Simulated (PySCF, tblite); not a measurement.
# C₄H₁₁NOSi: geometry, infrared bands and NMR shifts

What infrared bands and NMR shifts should C₄H₁₁NOSi (`[H]/N=C/C(C)(C)[SiH2]O`) show?

The runs use tblite 0.8.0 and PySCF 2.14.0, with density-fitted response routines of our own; the level of theory stands in each step. All values are computed, except where a source is named. Atoms count from 0, in the outputs and in this text.

## (1) The starting structure

18 atoms, charge 0, multiplicity 1; geometry from: force field or distance geometry start.

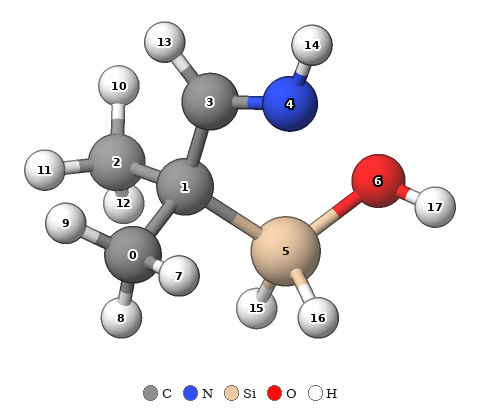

The starting geometry (carbon grey, nitrogen blue, silicon light orange, oxygen red, hydrogen white), atoms numbered; sticks join atoms by distance.

## (2) Geometry optimisation with GFN2-xTB

Job settings and geometry (Å):

```
{"job": {"kind": "relax", "xc": "GFN2-xTB", "basis": "xTB"}, "charge": 0, "multiplicity": 1}
C     -0.640700    -0.906200     1.252000
C     -0.291100    -0.160100    -0.037600
C     -0.944600    -0.964800    -1.131400
C     -0.869000     1.212300    -0.018600
N     -0.109400     2.132500     0.489900
Si     1.555400    -0.199100    -0.163700
O      2.192100     1.156100    -1.002500
H     -0.191800    -0.369400     2.106800
H     -0.107900    -1.891700     1.171900
H     -1.751200    -1.042000     1.326100
H     -1.430200    -0.295100    -1.898500
H     -1.844500    -1.483700    -0.674900
H     -0.289100    -1.682600    -1.603300
H     -1.865200     1.428700    -0.386500
H     -0.462400     3.128600     0.525600
H      1.989500    -1.487300    -0.713000
H      2.130400    -0.136300     1.211300
H      2.920900     1.566300    -0.465200
```

On the command line:

```console
OMP_NUM_THREADS=1 python probes_run.py task.json out
```

This one command runs all jobs of the session in turn.

The log of the run:

```text
step      E/eV     max force
  0    -622.48369    3.490
  1    -622.84996    2.806
  2    -622.93678    1.531
  3    -622.98451    0.477
  4    -623.02567    0.464
  5    -623.05197    0.520
  6    -623.06851    0.313
  7    -623.08433    0.343
  8    -623.09973    0.401
  9    -623.11310    0.383
 10    -623.12227    0.199
 11    -623.12984    0.228
 12    -623.13772    0.246
 13    -623.14564    0.237
 14    -623.15425    0.236
 15    -623.16391    0.236
 16    -623.17572    0.241
 17    -623.18694    0.305
 18    -623.19487    0.387
 19    -623.19815    0.457
 20    -623.20592    0.207
 21    -623.21512    0.252
 22    -623.22788    0.286
 23    -623.24313    0.374
 24    -623.25449    0.456
 25    -623.26801    0.290
 26    -623.27898    0.562
 27    -623.29083    0.301
 28    -623.30088    0.342
 29    -623.31422    0.288
 30    -623.32252    0.255
 31    -623.33091    0.318
 32    -623.33895    0.245
 33    -623.34418    0.278
 34    -623.34868    0.162
 35    -623.35283    0.190
 36    -623.35805    0.161
 37    -623.36289    0.155
 38    -623.36665    0.116
 39    -623.36925    0.133
 40    -623.37134    0.140
 41    -623.37316    0.133
 42    -623.37529    0.119
 43    -623.37818    0.120
 44    -623.37996    0.113
 45    -623.38208    0.120
 46    -623.38419    0.140
 47    -623.38685    0.146
 48    -623.38967    0.128
 49    -623.39217    0.110
 50    -623.39403    0.097
 51    -623.39548    0.099
 52    -623.39674    0.092
 53    -623.39786    0.076
 54    -623.39886    0.109
 55    -623.39973    0.095
 56    -623.40088    0.065
 57    -623.40185    0.067
 58    -623.40292    0.073
 59    -623.40382    0.063
 60    -623.40475    0.068
 61    -623.40566    0.064
 62    -623.40648    0.050
 63    -623.40703    0.048
 64    -623.40740    0.072
 65    -623.40783    0.105
 66    -623.40852    0.136
 67    -623.40943    0.140
 68    -623.41017    0.099
 69    -623.41060    0.053
 70    -623.41095    0.063
 71    -623.41147    0.101
 72    -623.41224    0.131
 73    -623.41318    0.106
 74    -623.41380    0.048
 75    -623.41411    0.044
 76    -623.41428    0.044
 77    -623.41458    0.036
 78    -623.41484    0.047
 79    -623.41512    0.047
 80    -623.41537    0.036
 81    -623.41564    0.036
 82    -623.41598    0.041
 83    -623.41646    0.055
 84    -623.41709    0.064
 85    -623.41784    0.067
 86    -623.41864    0.086
 87    -623.41948    0.087
 88    -623.42032    0.078
 89    -623.42132    0.077
 90    -623.42215    0.064
 91    -623.42262    0.057
 92    -623.42300    0.039
 93    -623.42329    0.057
 94    -623.42367    0.054
 95    -623.42417    0.071
 96    -623.42501    0.065
 97    -623.42560    0.052
 98    -623.42610    0.058
 99    -623.42660    0.057
100    -623.42719    0.096
101    -623.42790    0.099
102    -623.42859    0.116
103    -623.42684    0.458
104    -623.42952    0.041
105    -623.42978    0.074
106    -623.43010    0.057
107    -623.43032    0.052
108    -623.43057    0.042
109    -623.43084    0.060
110    -623.43107    0.062
111    -623.43131    0.046
112    -623.43154    0.061
113    -623.43174    0.069
114    -623.43195    0.075
115    -623.43217    0.061
116    -623.43246    0.059
117    -623.43284    0.078
118    -623.43281    0.169
119    -623.43360    0.064
120    -623.43404    0.068
121    -623.43392    0.352
122    -623.43525    0.072
123    -623.43578    0.058
124    -623.42563    0.952
125    -623.43629    0.044
126    -623.43662    0.046
127    -623.43564    0.458
128    -623.43745    0.059
129    -623.43782    0.083
130    -623.43753    0.440
131    -623.43884    0.122
132    -623.43937    0.129
133    -623.43595    0.785
134    -623.44261    0.122
135    -623.44412    0.073
136    -623.43654    0.788
137    -623.44633    0.060
138    -623.44786    0.066
139    -623.44036    0.929
140    -623.45062    0.071
141    -623.45236    0.096
142    -623.44431    0.982
143    -623.45569    0.100
144    -623.45738    0.118
145    -623.45683    0.555
146    -623.46092    0.139
147    -623.46193    0.114
148    -623.46380    0.205
149    -623.46479    0.089
150    -623.46582    0.151
151    -623.46753    0.187
152    -623.46982    0.144
153    -623.47141    0.099
154    -623.47316    0.100
155    -623.47454    0.101
156    -623.47579    0.083
157    -623.47695    0.065
158    -623.47755    0.062
159    -623.47825    0.073
160    -623.47907    0.092
161    -623.48000    0.078
162    -623.48081    0.082
163    -623.48155    0.060
164    -623.48225    0.063
165    -623.48304    0.065
166    -623.48386    0.060
167    -623.48462    0.073
168    -623.48540    0.076
169    -623.48614    0.070
170    -623.48665    0.055
171    -623.48707    0.046
172    -623.48748    0.035
173    -623.48786    0.040
174    -623.48820    0.044
175    -623.48852    0.039
176    -623.48884    0.035
177    -623.48916    0.036
178    -623.48941    0.034
179    -623.48962    0.036
180    -623.48977    0.032
181    -623.48989    0.022
182    -623.48998    0.020
183    -623.49005    0.018
184    -623.49009    0.017
185    -623.49011    0.018
186    -623.49013    0.014
187    -623.49016    0.013
188    -623.49017    0.011
189    -623.49019    0.008
```

It took 1.3 s on 1 thread of Arm Neoverse V1, shared host; peak memory 0.17 GiB.

Step by step: (not every step is listed)

| step | energy from step 0 (eV) | largest force (eV/Å) |
| --- | --- | --- |
| 0 | 0.0000 | 3.4903 |
| 1 | -0.3663 | 2.8056 |
| 2 | -0.4531 | 1.5308 |
| 3 | -0.5008 | 0.4773 |
| 4 | -0.5420 | 0.4640 |
| 5 | -0.5683 | 0.5204 |
| 6 | -0.5848 | 0.3131 |
| 7 | -0.6006 | 0.3434 |
| 8 | -0.6160 | 0.4007 |
| 25 | -0.7843 | 0.2902 |
| 42 | -0.8916 | 0.1190 |
| 59 | -0.9201 | 0.0633 |
| 76 | -0.9306 | 0.0442 |
| 93 | -0.9396 | 0.0568 |
| 110 | -0.9474 | 0.0618 |
| 127 | -0.9520 | 0.4583 |
| 144 | -0.9737 | 0.1184 |
| 161 | -0.9963 | 0.0785 |
| 178 | -1.0057 | 0.0345 |
| 184 | -1.0064 | 0.0167 |
| 185 | -1.0064 | 0.0180 |
| 186 | -1.0064 | 0.0144 |
| 187 | -1.0065 | 0.0130 |
| 188 | -1.0065 | 0.0109 |
| 189 | -1.0065 | 0.0081 |

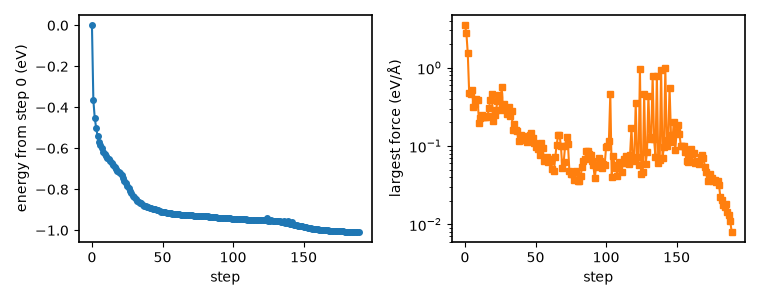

Energy and force, step by step.

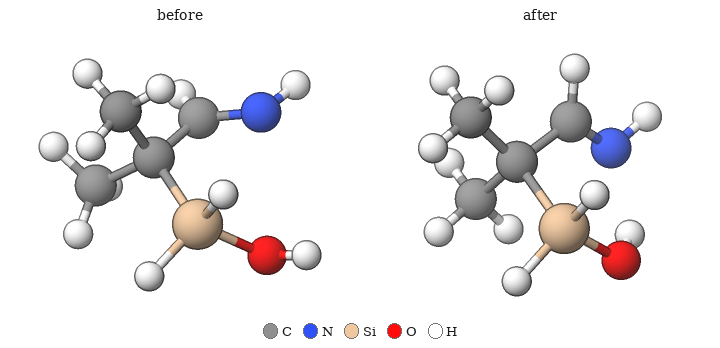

Before and after, at one scale.

Close pairs (by a distance rule), those that changed most:

| bond | before (Å) | after (Å) | change (Å) |
| --- | --- | --- | --- |
| Si5–O6 | 1.716 | 1.612 | -0.104 |
| C1–Si5 | 1.851 | 1.941 | +0.089 |
| C2–H11 | 1.135 | 1.091 | -0.044 |
| C2–H10 | 1.128 | 1.086 | -0.042 |
| N4–H14 | 1.057 | 1.017 | -0.041 |
| C0–H8 | 1.123 | 1.087 | -0.036 |
| C0–H9 | 1.121 | 1.091 | -0.031 |
| C3–N4 | 1.297 | 1.267 | -0.030 |

The end geometry stands in the next job.

## (3) Infrared spectrum with GFN2-xTB

Job settings and geometry (Å):

```
{"job": {"kind": "ir", "xc": "GFN2-xTB", "basis": "xTB"}, "charge": 0, "multiplicity": 1}
C     -0.790877    -1.120278     1.231168
C     -0.225637    -0.223691     0.136478
C     -0.739840    -0.680717    -1.232258
C     -0.585110     1.193346     0.364548
N     -0.304854     2.084008    -0.491651
Si     1.714297    -0.249797     0.093880
O      2.154071     0.951613    -0.887464
H     -0.437635    -0.808759     2.212004
H     -0.477628    -2.149241     1.071147
H     -1.881154    -1.094322     1.233189
H     -0.376836    -0.023238    -2.016833
H     -1.830100    -0.661387    -1.249878
H     -0.412112    -1.696112    -1.443068
H     -1.060897     1.417792     1.329360
H     -0.574925     3.031238    -0.240159
H      2.151944    -1.516025    -0.481022
H      2.222079    -0.037144     1.450129
H      1.446457     1.589030    -1.091226
```

The log of the run:

```text
mode    cm-1     km/mol
  1      83.8      3.11
  2     129.7     23.56
  3     177.4      4.35
  4     199.2      0.11
  5     220.9      0.64
  6     229.5      0.55
  7     254.9      4.05
  8     292.4     15.38
  9     327.1      2.09
 10     363.9      0.47
 11     501.9     54.73
 12     538.9    173.24
 13     558.6     22.79
 14     579.7     39.20
 15     621.5     14.63
 16     707.4    134.84
 17     755.1     43.59
 18     795.2    179.44
 19     892.7     28.92
 20     937.1     52.60
 21     944.2    496.48
 22     974.6      4.80
 23     991.1     26.82
 24     998.6     43.26
 25    1027.8      6.04
 26    1144.9     52.65
 27    1164.6      6.70
 28    1229.9      9.50
 29    1261.9     25.29
 30    1389.3     35.92
 31    1404.9      4.75
 32    1424.1      0.75
 33    1493.1      1.95
 34    1502.7      0.89
 35    1511.5      4.31
 36    1513.3      6.52
 37    1670.0    162.98
 38    2253.9    387.95
 39    2309.6    227.30
 40    2833.7    138.44
 41    2992.8      1.26
 42    2996.0     86.69
 43    3024.4     21.51
 44    3028.7     46.92
 45    3037.8     36.08
 46    3052.8     19.88
 47    3233.8    178.51
 48    3353.5     21.03
```

Run time: 0.61 s. Hardware: 1 thread of Arm Neoverse V1, shared host; peak memory 0.17 GiB.

The strongest bands and the atoms that carry them (share of the mass-weighted mode):

| cm⁻¹ | km/mol | atoms |
| --- | --- | --- |
| 539 | 173.2 | H16 32 %, H15 31 %, Si5 18 % |
| 795 | 179.4 | H15 47 %, H16 46 % |
| 944 | 496.5 | H17 47 %, O6 33 %, Si5 13 % |
| 1670 | 163.0 | C3 60 %, N4 36 % |
| 2254 | 387.9 | H16 91 % |
| 2310 | 227.3 | H15 92 % |
| 2834 | 138.4 | H13 93 % |
| 3234 | 178.5 | H17 94 % |

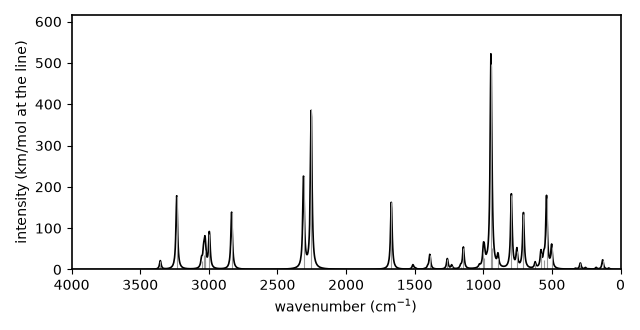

The infrared spectrum from these modes, unscaled. Lines are broadened to a width of 14 cm⁻¹ (Lorentzian).

## (4) Nuclear shieldings: PBE0/pcSseg-1

Settings changed since step 3:

```diff
@@ -1,2 +1,2 @@
-{"job": {"kind": "ir", "xc": "GFN2-xTB", "basis": "xTB"}, "charge": 0, "multiplicity": 1}
+{"job": {"kind": "nmr", "xc": "PBE0", "basis": "pcSseg-1"}, "charge": 0, "multiplicity": 1}
 C     -0.790877    -1.120278     1.231168
```

With the program's defaults for keys left out, this is: GIAO PBE0/pcSseg-1 NMR shielding, non-relativistic, gas phase.

The log of the run:

```text
coarse grid: 14936 points
cycle   1  E = -577.8591316864  dE =  7.657e-01  |g| = 8.104e-01  |ddm| = 3.707e+00
cycle   2  E = -577.6840704386  dE =  1.751e-01  |g| = 1.252e+00  |ddm| = 2.059e+00
cycle   3  E = -577.9839653291  dE = -2.999e-01  |g| = 1.274e-01  |ddm| = 1.499e+00
cycle   4  E = -577.9870627831  dE = -3.097e-03  |g| = 6.050e-02  |ddm| = 1.666e-01
cycle   5  E = -577.9878661324  dE = -8.033e-04  |g| = 2.174e-02  |ddm| = 6.763e-02
cycle   6  E = -577.9879573042  dE = -9.117e-05  |g| = 5.359e-03  |ddm| = 1.963e-02
cycle   7  E = -577.9879632422  dE = -5.938e-06  |g| = 1.162e-03  |ddm| = 5.493e-03
final grid: 138056 points
cycle   8  E = -578.0371399657  dE = -4.366e-05  |g| = 1.065e-02  |ddm| = 3.891e-02
cycle   9  E = -578.0371176343  dE =  2.233e-05  |g| = 1.493e-02  |ddm| = 2.227e-02
cycle  10  E = -578.0371650896  dE = -4.746e-05  |g| = 1.338e-03  |ddm| = 1.349e-02
cycle  11  E = -578.0371654281  dE = -3.385e-07  |g| = 2.885e-04  |ddm| = 1.214e-03
cycle  12  E = -578.0371654423  dE = -1.425e-08  |g| = 1.447e-04  |ddm| = 3.908e-04
cycle  13  E = -578.0371654465  dE = -4.208e-09  |g| = 5.065e-05  |ddm| = 1.516e-04
cycle  14  E = -578.0371654471  dE = -5.158e-10  |g| = 1.134e-05  |ddm| = 5.336e-05
converged SCF energy = -578.0371654471

GIAO shielding tensors (ppm)
atom      isotropic    diamagn.    paramagn.     s11        s22        s33       span
  0 C      164.828     247.289     -82.460    148.671    158.264    187.549     38.877
  1 C      153.834     253.261     -99.428    137.914    155.573    168.013     30.099
  2 C      159.246     247.189     -87.943    140.026    152.567    185.146     45.121
  3 C       -6.504     253.938    -260.443   -103.595    -27.197    111.279    214.874
  4 N      -70.922     322.725    -393.647   -373.484    -69.191    229.909    603.393
  5 Si     370.399     880.453    -510.053    336.336    358.510    416.352     80.016
  6 O      320.328     390.916     -70.588    267.679    323.942    369.364    101.685
  7 H       30.390      31.170      -0.781     25.820     28.148     37.201     11.381
  8 H       30.713      30.829      -0.116     26.645     28.893     36.601      9.956
  9 H       30.460      30.907      -0.447     26.664     28.093     36.623      9.959
 10 H       29.529      31.352      -1.823     24.827     28.750     35.009     10.183
 11 H       30.576      31.001      -0.425     26.665     28.113     36.949     10.283
 12 H       30.641      31.418      -0.777     26.966     28.154     36.803      9.837
 13 H       22.999      32.584      -9.585     20.847     22.433     25.716      4.869
 14 H       21.421      30.956      -9.535     16.309     23.400     24.555      8.245
 15 H       27.043      30.220      -3.177     24.012     25.396     31.720      7.708
 16 H       27.026      30.179      -3.153     23.148     25.640     32.290      9.142
 17 H       26.603      32.227      -5.624     13.705     23.888     42.216     28.511
```

Wall time 49 s (1 thread of Arm Neoverse V1, shared host); peak memory 0.82 GiB.

Shifts follow as δ = σ(reference) − σ, with reference shieldings (ppm) from runs at the same level and on the same kind of geometry: 1H TMS 31.72, 13C TMS 186.9, 29Si TMS 349.2, 15N NH3 267.7, 17O H2O 336.1. The references are single molecules in the gas phase, so shifts against H2O, NH3, PH3, H3PO4 or CFCl3 are not on the usual liquid scales and can be off by tens of ppm. Atoms listed in one row are averaged.

| atoms | environment | σ (ppm) | δ (ppm) |
| --- | --- | --- | --- |
| C3 | carbon bonded to C, N, H | -6.5 | 193.4 |
| C1 | carbon bonded to 3 C, Si | 153.8 | 33.1 |
| C0, C2 | carbon bonded to C, 3 H | 162.0 | 24.9 |
| H14 | hydrogen on a nitrogen bonded to C | 21.42 | 10.30 |
| H13 | hydrogen on a carbon bonded to C, N | 23.00 | 8.72 |
| H17 | hydrogen on an oxygen bonded to Si | 26.60 | 5.11 |
| H15, H16 | hydrogen on a silicon bonded to C, O | 27.03 | 4.68 |
| H7, H8, H9, H10, H11, H12 | hydrogen on a carbon bonded to C | 30.38 | 1.33 |
| N4 | nitrogen bonded to C, H | -70.9 | 338.7 |
| Si5 | silicon bonded to C, O, 2 H | 370.4 | -21.2 |
| O6 | oxygen bonded to Si, H | 320.3 | 15.8 |

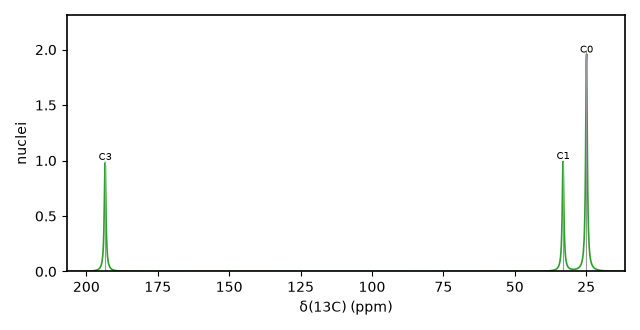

13C lines at the computed shifts, without couplings. Lines are broadened to a width of 0.67 ppm (Lorentzian).

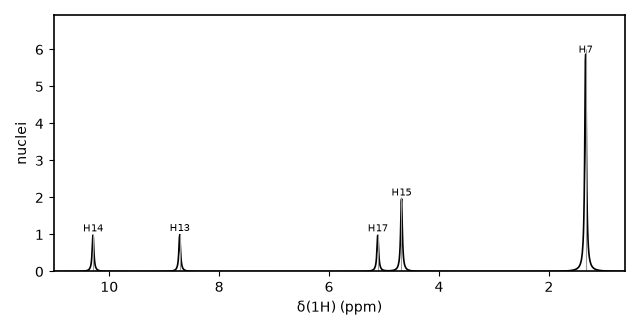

1H lines at the computed shifts, without couplings. Lines are broadened to a width of 0.04 ppm (Lorentzian).

Charges from the same density, by scheme (e):

| atoms | Mulliken | IAO | Hirshfeld | ESP fit |
| --- | --- | --- | --- | --- |
| C0, C2 | -0.16 | -0.41 | -0.12 | -0.47 |
| C1 | -0.78 | -0.25 | -0.07 | 0.06 |
| C3 | 0.16 | 0.07 | 0.07 | 0.27 |
| N4 | -0.40 | -0.46 | -0.19 | -0.65 |
| Si5 | 0.93 | 1.02 | 0.39 | 0.70 |
| O6 | -0.56 | -0.81 | -0.33 | -0.64 |

IAO charges:

C0 -0.42; C1 -0.25; C2 -0.41; C3 0.07; N4 -0.46; Si5 1.02; O6 -0.81; H7 0.14; H8 0.14; H9 0.14; H10 0.15; H11 0.14; H12 0.14; H13 0.12; H14 0.26; H15 -0.15; H16 -0.16; H17 0.35

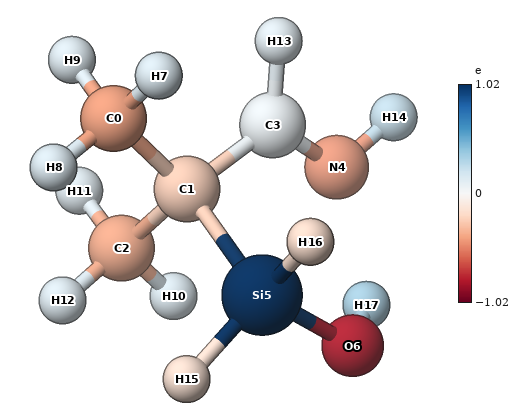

IAO charges, as colours on the atoms.

Mayer bond orders: C0–C1 1.02, C1–C2 1.01, C1–C3 0.96, C3–N4 1.91, C1–Si5 0.77, Si5–O6 1.09.

Orbitals, density, ELF and potential are computed afterwards from the orbital file.

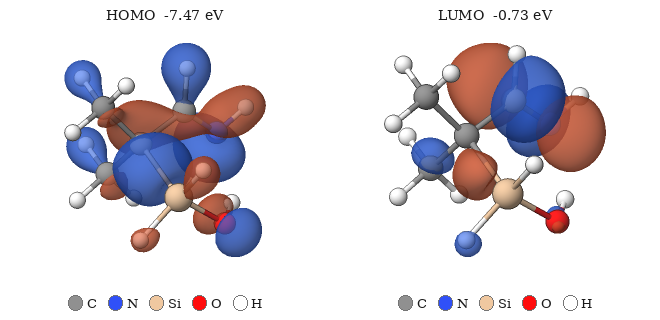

Frontier orbitals at PBE0/pcSseg-1; each surface holds 70 % of the orbital's density, blue and red mark the sign.

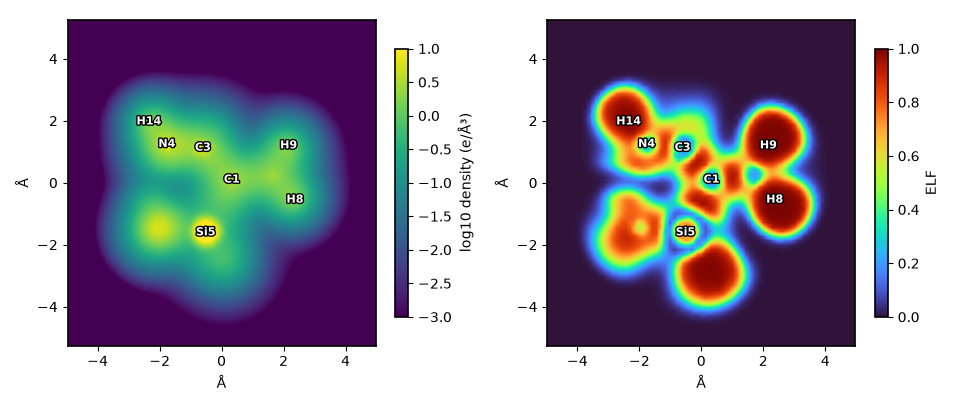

Density (left) and ELF (right) in a plane through or near 7 of the atoms.

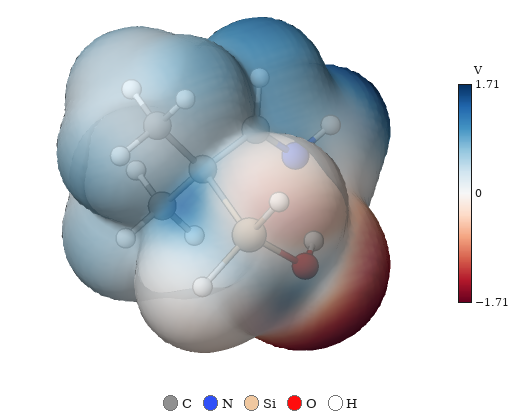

Electrostatic potential on the surface of density 0.002 e/bohr³; red is low, blue high. It runs from -1.71 V near O6 to 1.51 V near H14.

## (5) Summary of results

```
                                                               quantity                              value
                              strongest single infrared mode (GFN2-xTB)               944 cm⁻¹, 496 km/mol
                                           zero-point energy (GFN2-xTB)                      90.0 kcal/mol
13C shifts against TMS (PBE0/pcSseg-1, means over atoms taken as alike)              193.4, 33.1, 24.9 ppm
 1H shifts against TMS (PBE0/pcSseg-1, means over atoms taken as alike)  10.30, 8.72, 5.11, 4.68, 1.33 ppm
                                 15N shifts against NH3 (PBE0/pcSseg-1)                          338.7 ppm
                                29Si shifts against TMS (PBE0/pcSseg-1)                          -21.2 ppm
                                 17O shifts against H2O (PBE0/pcSseg-1)                           15.8 ppm
                                  surface potential, least and greatest                 -1.71 V and 1.51 V
```

In words: Over 189 steps the energy fell by 1.006 eV; of the close pairs, Si5–O6 changed most, 1.716 to 1.612 Å. All 48 modes are real, so the xTB geometry is a minimum. The strongest single mode, at 944 cm⁻¹, moves mainly H17 and O6. GFN2-xTB is a fitted tight-binding method: band positions and strengths are rough. Its intensities can rank the bands wrongly. At PBE0/pcSseg-1: The widest tensor belongs to N4: span 603 ppm, with a paramagnetic part of -394 ppm. By nearest atom (PBE0/pcSseg-1), the HOMO sits on N4 26 %; C1 24 % and the LUMO on C3 34 %; N4 28 %.
